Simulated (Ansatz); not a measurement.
# A workflow on O2Ti (titanium dioxide)

Wanted: a series of 26 runs (HF/STO-3G, UHF/STO-3G, HF/3-21G, UHF/3-21G, HF/6-31G*, UHF/6-31G*, B3LYP/6-31G*, UB3LYP/6-31G*, and more) of O2Ti (titanium dioxide). 

Program for the calculation: Ansatz 0.2.0.

### 1 The structure to begin with

O2Ti: 3 atoms, total charge 0, spin state singlet. SMILES: `[O]=[Ti]=[O]`. Geometry: relaxed at PBE0-D4/def2-TZVP. The run starts from this shape.

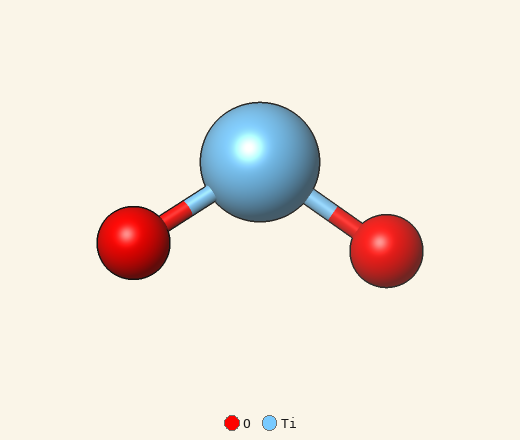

The structure, seen from a chosen angle (oxygen red, titanium blue).

### 2 A geometry optimisation at HF/STO-3G (run 1)

Input file in.yaml:

```yaml
crystal:
  periodic: [false, false, false]
  atoms:
    - symbol: O
      position_ang: [0.921000, 0.928800, 0.444600]
    - symbol: Ti
      position_ang: [0.135000, -0.492000, 0.331600]
    - symbol: O
      position_ang: [-1.056100, -0.436800, -0.776200]
basis:
  gaussian:
    orbitals: STO-3G
hamiltonian:
  xc: hf
relax:
  f_tol: 0.002
output:
  orbitals: {seedname: orbitals}
```

The run is started by

```
$ ansatz run in.yaml --threads 1 --pin off --max-ram 3480MiB --events-out events.jsonl --progress --plain --runs-dir runs
```

What it wrote:

```text
Warning: RAYON_NUM_THREADS=1 ignored (pool sized by the plan → 1); use --threads N
The last accepted step is kept in runs//last_step.txt (removed where the run ends without a failure and the disk answers)
[... 52 lines left out ...]
Total energy: -26870.00685823 eV, -987.4545388953 hartree
[... 3 lines left out ...]
Dipole moment:     0.286460    -1.043544     0.703378 e Å
```

It took 5.1 s on 1 thread of Intel Xeon Platinum 8259CL at 2.50GHz (Skylake/Cascade Lake), shared host; peak memory 0.095 GiB.

Steps, from the record of the run:

```
step  energy from the first frame kept (eV)  largest force (eV/Å)
   1                                 0.0000                1.0044
   2                                -0.0347                0.2886
   3                                -0.0519                0.2899
   4                                -0.0520                0.2904
   5                                -0.0528                0.0045
   6                                -0.0528                0.0001
```

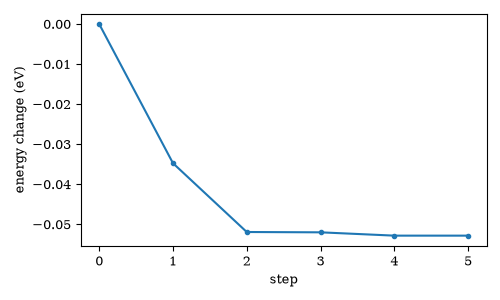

Energy along the run.

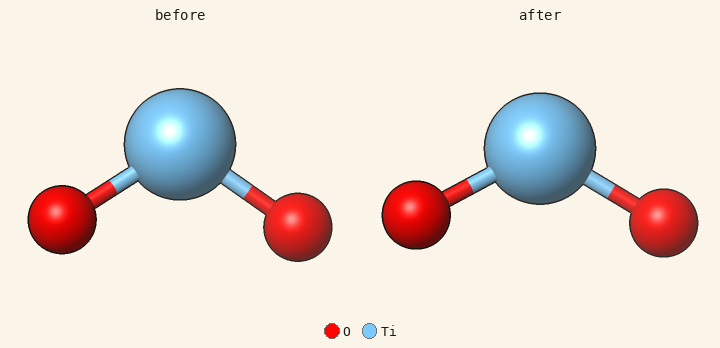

Before and after, at one scale.

After the run. Bond lengths: O1–Ti2 1.631 Å, Ti2–O3 1.631 Å. Angles: O1–Ti2–O3 120.3°.

### 3 Vibrational wavenumbers at HF/STO-3G (run 2)

Input file input.yaml:

```yaml
crystal:
  periodic: [false, false, false]
  atoms:
    - {symbol: O, position_ang: [0.977601, 0.935744, 0.493185]}
    - {symbol: Ti, position_ang: [0.120186, -0.437947, 0.295189]}
    - {symbol: O, position_ang: [-1.097887, -0.497797, -0.788373]}
basis:
  gaussian:
    orbitals: STO-3G
hamiltonian:
  xc: hf
phonons:
  temperatures:
    t_min: 298.15
    t_max: 298.15
    t_step: 1
```

The run is started by

```
$ ansatz run input.yaml --threads 1 --pin off --max-ram 3480MiB --events-out events.jsonl --progress --plain --runs-dir runs
```

What it wrote:

```text
Warning: RAYON_NUM_THREADS=1 ignored (pool sized by the plan → 1); use --threads N
[... 45 lines left out ...]
Total energy: -26870.00674722 eV, -987.4545348156 hartree
[... 3 lines left out ...]
Dipole moment:     0.286460    -1.043547     0.703380 e Å
Vibrations: 264.47 1277.69 1331.27 cm⁻¹, zero-point energy 0.178130 eV
```

Run time: 4.2 s. Hardware: 1 thread of Intel Xeon Platinum 8259CL at 2.50GHz (Skylake/Cascade Lake), shared host; peak memory 0.096 GiB.

Runs 3 to 25 aren't shown in full; the table further down has their settings and results.

### 4 The harmonic vibrations at SVWN5/def2-TZVP (run 26)

Input file in.yaml:

```yaml
crystal:
  periodic: [false, false, false]
  atoms:
    - symbol: O
      position_ang: [0.906979, 0.928569, 0.431933]
    - symbol: Ti
      position_ang: [0.139387, -0.507896, 0.342335]
    - symbol: O
      position_ang: [-1.046465, -0.420673, -0.774268]
basis:
  gaussian: {orbitals: def2-TZVP}
hamiltonian: {xc: {name: SVWN5}}
phonons: {temperatures: {t_min: 298.15, t_max: 298.15, t_step: 1}}
```

The run is started by

```
$ ansatz run in.yaml --threads 1 --pin off --max-ram 3480MiB --events-out events.jsonl --progress --plain --runs-dir runs
```

What it wrote:

```text
Warning: RAYON_NUM_THREADS=1 ignored (pool sized by the plan → 1); use --threads N
[... 4 lines left out ...]
715 factors; their error is unknown
[... 9 lines left out ...]
715 factors; their error is unknown
[... 4 lines left out ...]
715 factors; their error is unknown
[... 5 lines left out ...]
715 factors; their error is unknown
[... 4 lines left out ...]
715 factors; their error is unknown
[... 4 lines left out ...]
715 factors; their error is unknown
[... 4 lines left out ...]
715 factors; their error is unknown
[... 4 lines left out ...]
Total energy: -27128.92084785 eV, -996.9694525153 hartree
[... 3 lines left out ...]
Dipole moment:     0.297421    -1.083481     0.730294 e Å
Vibrations: 351.46 991.24 1030.49 cm⁻¹, zero-point energy 0.147119 eV
```

Run time: 11 s. Hardware: 1 thread of Intel Xeon Platinum 8259CL at 2.50GHz (Skylake/Cascade Lake), shared host; peak memory 0.14 GiB.

### 5 Overview of the runs

```csv
run,level,walk f tol,task,temperatures,partner,energy (Eh),dipole moment (D),wall time
1,HF/STO-3G,0.002,optimise,–,base,-987.454539,6.20,5.1 s
2,HF/STO-3G,–,frequencies,"(298.15, 298.15, 1)",base,-987.454535,6.20,4.2 s
3,UHF/STO-3G,–,energy,–,cation,-987.293434,–,1.5 s
4,UHF/STO-3G,–,optimise,–,cation,-987.302667,–,7.5 s
5,HF/3-21G,0.002,optimise,–,base,-993.184921,7.57,4.8 s
6,HF/3-21G,–,frequencies,"(298.15, 298.15, 1)",base,-993.184921,7.57,5.4 s
7,UHF/3-21G,–,energy,–,cation,-992.930547,–,6.3 s
8,UHF/3-21G,–,optimise,–,cation,-992.957189,–,30 s
9,HF/6-31G* (Cartesian functions),0.002,optimise,–,base,-998.039421,7.52,12 s
10,HF/6-31G* (Cartesian functions),–,frequencies,"(298.15, 298.15, 1)",base,-998.039421,7.52,14 s
11,UHF/6-31G* (Cartesian functions),–,energy,–,cation,-997.755723,–,18 s
12,UHF/6-31G* (Cartesian functions),–,optimise,–,cation,-997.783736,–,60 s
13,B3LYP/6-31G* (Cartesian functions),0.002,optimise,–,base,-999.898260,6.62,15 s
14,B3LYP/6-31G* (Cartesian functions),–,frequencies,"(298.15, 298.15, 1)",base,-999.898260,6.62,17 s
15,UB3LYP/6-31G* (Cartesian functions),–,energy,–,cation,-999.552074,–,5.1 s
16,UB3LYP/6-31G* (Cartesian functions),–,optimise,–,cation,-999.557091,–,32 s
17,PBE/def2-SVP,0.002,optimise,–,base,-999.379760,6.28,7.2 s
18,PBE/def2-SVP,–,frequencies,"(298.15, 298.15, 1)",base,-999.379760,6.28,7.2 s
19,UPBE/def2-SVP,–,energy,–,cation,-999.037095,–,8.7 s
20,UPBE/def2-SVP,–,optimise,–,cation,-999.041539,–,26 s
21,MP2/6-31G* (Cartesian functions),0.002,optimise,–,base,-998.808165,6.24,17 s
22,MP2/6-31G* (Cartesian functions),–,frequencies,"(298.15, 298.15, 1)",base,-998.808165,6.24,19 s
23,UMP2/6-31G* (Cartesian functions),–,energy,–,cation,-998.357573,–,18 s
24,UMP2/6-31G* (Cartesian functions),–,optimise,–,cation,-998.397197,–,68 s
25,SVWN5/def2-TZVP,0.002,optimise,–,base,-996.969453,6.44,9.9 s
26,SVWN5/def2-TZVP,–,frequencies,"(298.15, 298.15, 1)",base,-996.969453,6.44,11 s
```

### 6 Summary of results

```
                                                                             quantity          value
                                                run 26, SVWN5/def2-TZVP: total energy  -996.96945 Eh
                                               run 26, SVWN5/def2-TZVP: dipole moment         6.44 D
                                    run 26, SVWN5/def2-TZVP: largest force on an atom     0.000 eV/Å
                                  run 26, SVWN5/def2-TZVP: lowest harmonic wavenumber       351 cm⁻¹
                                 run 26, SVWN5/def2-TZVP: highest harmonic wavenumber      1030 cm⁻¹
                                           run 26, SVWN5/def2-TZVP: zero-point energy    14.2 kJ/mol
                        vertical ionisation energy (to the doublet cation), HF/STO-3G       4.384 eV
                         vertical ionisation energy (to the doublet cation), HF/3-21G       6.922 eV
                        vertical ionisation energy (to the doublet cation), HF/6-31G*       7.720 eV
                     vertical ionisation energy (to the doublet cation), PBE/def2-SVP       9.324 eV
   adiabatic ionisation energy (to the doublet cation, no zero-point term), HF/STO-3G       4.133 eV
    adiabatic ionisation energy (to the doublet cation, no zero-point term), HF/3-21G       6.197 eV
   adiabatic ionisation energy (to the doublet cation, no zero-point term), HF/6-31G*       6.958 eV
adiabatic ionisation energy (to the doublet cation, no zero-point term), B3LYP/6-31G*       9.284 eV
```

What this shows: At HF/STO-3G: the vertical ionisation energy comes to 4.38 eV (101 kcal/mol). Its partner is spin-contaminated (⟨S²⟩ = 1.06). At HF/3-21G: removing an electron at fixed nuclei costs 6.92 eV (668 kJ/mol). Its partner is spin-contaminated (⟨S²⟩ = 1.27). At HF/6-31G*: the vertical ionisation energy comes to 7.72 eV (745 kJ/mol). Its partner is spin-contaminated (⟨S²⟩ = 1.25). Totals of different functionals can't be ranked against each other. Spin contamination: run 3 ⟨S²⟩ = 1.06, run 4 ⟨S²⟩ = 1.12, run 7 ⟨S²⟩ = 1.27, run 8 ⟨S²⟩ = 1.72, run 11 ⟨S²⟩ = 1.25, run 12 ⟨S²⟩ = 1.72. All runs together took 7.2 min, the longest 68 s.
